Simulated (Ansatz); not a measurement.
# GaN, response to strain

Base system: GaN in the wurtzite structure (space group P6_3mc, No. 186; a = 3.2186 Å, c = 5.2435 Å).

Strains are applied to the cell and any free atomic positions relax.

Level of theory: PBE in Ansatz (plane waves to 420 eV, PAW, no SOC), earlier PAW set.

Notes on the quantities. energy relative to the base: free energy F.

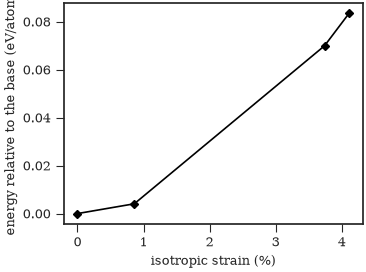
Figure. Energy relative to the base against isotropic strain

```tsv
isotropic strain (%)	energy relative to the base
0.86	+4.1 meV/atom
3.74	+70 meV/atom
4.11	+83 meV/atom
```

Whether these cells are dynamically stable was not tested.

Ansatz is an electronic-structure program.
